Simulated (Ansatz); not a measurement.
Take SnO₂ in the rutile structure (space group P4_2/mnm, No. 136; a = 4.760 Å, c = 3.201 Å) as the base. Axes: x, y, z lie along a, b, c of the conventional cell.

Structures relaxed with r2SCAN in Ansatz (plane waves to 500 eV, PAW, spin-orbit coupling left out).

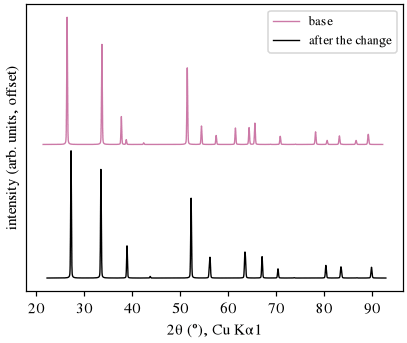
*Simulated powder patterns before (top) and after one change*

Question: Which change produced these results?
A) strain tensor (xx, yy, zz, yz, xz, xy) = (+0.31, −1.12, −2.39, −0.96, +0.31, +1.41) %
B) biaxial strain −2.95 %, plane normal [001], relaxed out of plane
C) biaxial strain +1.36 %, plane normal [001], relaxed out of plane
D) uniaxial stress, 0.5 GPa compression along z

Answer: B, biaxial strain −2.95 %, plane normal [001], relaxed out of plane. Its volume per atom is 11.65 Å³ against 12.09 Å³, and its space group is P4_2/mnm (No. 136).

Stability under load was not tested beyond the relaxation.

Ansatz is a program for electronic structure.
